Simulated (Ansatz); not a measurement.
# C₂H₄BClO: up Jacob's ladder to CCSD(T)

Aim: compute C₂H₄BClO with functionals from several rungs and with coupled cluster, and see how far each lands from CCSD(T) at the basis-set limit for the atomisation energy.

Program: Ansatz 0.2.0, Gaussian basis. Level of theory: functionals in def2-TZVPP, the program's frozen cores in correlated methods. These are calculated values, not measurements.

The runs, in order: LDA (SPW92), PBE-D4, revPBE-D4, BLYP-D4, r2SCAN-D4, B97M-V, PBE0-D4, B3LYP-D4, r2SCANh-D4, r2SCAN0-D4, HSE06-D4, BHLYP-D4, CAM-B3LYP-D4, LC-ωPBE, ωB97X-V, ωB97M-V, B2PLYP, PBE-QIDH; CCSD(T)/def2-SVP; CCSD(T)/def2-TZVPP; MP2/def2-QZVPP; extrapolation to the limit; RPA on PBE.

## 1. The relaxed structure

The geometry comes from an earlier relaxation with PBE0-D4 in a triple-zeta def2 set; it is a stationary point, not always the lowest conformer.

SMILES `O=CCBCl`, 9 atoms, charge 0, spin multiplicity 1.

Atoms are counted from 1 here; the program's logs count them from 0.

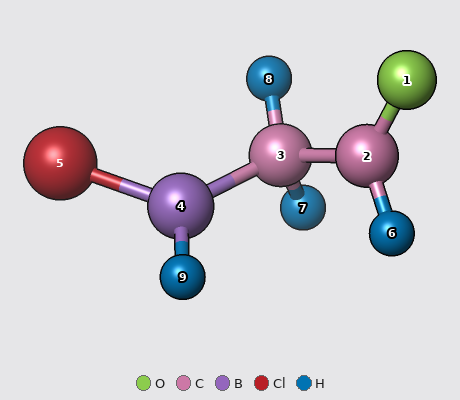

The structure; oxygen green, carbon pink, boron purple, chlorine red, hydrogen blue; atoms are numbered from 1 in the order of the file.

## 2. LDA

This LDA is Slater exchange with PW92 correlation.

in.yaml reads:

```yaml
crystal:
  periodic: [false, false, false]
  atoms:
    - {symbol: O, position_ang: [-2.295929, 0.112016, 0.356354]}
    - {symbol: C, position_ang: [-1.251602, -0.460197, 0.218725]}
    - {symbol: C, position_ang: [0.085622, 0.139131, 0.529831]}
    - {symbol: B, position_ang: [1.012246, 0.230213, -0.722008]}
    - {symbol: Cl, position_ang: [2.168182, 1.521325, -0.878435]}
    - {symbol: H, position_ang: [-1.220175, -1.497976, -0.178323]}
    - {symbol: H, position_ang: [0.618068, -0.582862, 1.174019]}
    - {symbol: H, position_ang: [-0.020492, 1.077405, 1.075354]}
    - {symbol: H, position_ang: [0.992581, -0.585355, -1.592418]}
basis:
  gaussian: {orbitals: def2-TZVPP}
hamiltonian: {xc: lda}
output: {orbitals: {seedname: orbitals}}
```

Launch:

```console
ansatz run in.yaml --threads 2 --pin off --events-out ev --progress --plain --max-ram 4352MiB
```

The runs that follow: PBE-D4 (GGA); revPBE-D4 (GGA); BLYP-D4 (GGA); r2SCAN-D4 (meta-GGA); B97M-V (meta-GGA); PBE0-D4 (hybrid); B3LYP-D4 (hybrid); r2SCANh-D4 (hybrid); r2SCAN0-D4 (hybrid); HSE06-D4 (hybrid); BHLYP-D4 (hybrid); CAM-B3LYP-D4 (range-separated); LC-ωPBE (range-separated); ωB97X-V (range-separated); ωB97M-V (range-separated); B2PLYP (double hybrid); PBE-QIDH (double hybrid); CCSD(T) in def2-SVP; CCSD(T) in def2-TZVPP; MP2 in def2-QZVPP; RPA on PBE orbitals.

Before running them: what should the planned runs give, taken together? Wanted: atomisation energy, CCSD(T)/CBS; farthest beyond LDA; mean size of error, GGA; mean size of error, meta-GGA; mean size of error, hybrid; mean size of error, range-separated; mean size of error, double hybrid; gap, smallest and largest; T1 diagnostic.

As calculated:

```
                               quantity                                      value
        atomisation energy, CCSD(T)/CBS                              3606.8 kJ/mol
 functionals within 18.0 kJ/mol (0.5 %)     B3LYP-D4, r2SCANh-D4, B2PLYP, PBE-QIDH
                    farthest beyond LDA                     PBE-D4 (+132.3 kJ/mol)
                mean size of error, GGA                                62.1 kJ/mol
           mean size of error, meta-GGA                                42.5 kJ/mol
             mean size of error, hybrid                                43.9 kJ/mol
    mean size of error, range-separated                                25.0 kJ/mol
      mean size of error, double hybrid                                14.0 kJ/mol
              gap, smallest and largest  3.24 eV (LDA (SPW92)), 10.99 eV (LC-ωPBE)
                          T1 diagnostic                                     0.0143
triples share of the correlation energy                                      4.1 %
```

The LDA atomisation energy is off by 579.7 kJ/mol (16 %): it overbinds. PBE-D4 misses by +132.3 kJ/mol. Double hybrids carry the basis error of their MP2 part in triple zeta, and no dispersion term here, so their miss is partly the set-up's. Taken by rung, double hybrid functionals do best (14.0 kJ/mol on average) and GGA ones worst beyond LDA (62.1 kJ/mol). Misses under about 18.0 kJ/mol are within the doubt on the reference itself, which lacks core-valence correlation, relativity and higher excitations. Hartree-Fock recovers 74 % of the binding; the rest is correlation. CCSD(T) in def2-SVP is off by -142.2 kJ/mol, which most functionals beat. Orbital gaps span 3.2 to 11.0 eV; exact exchange widens them.
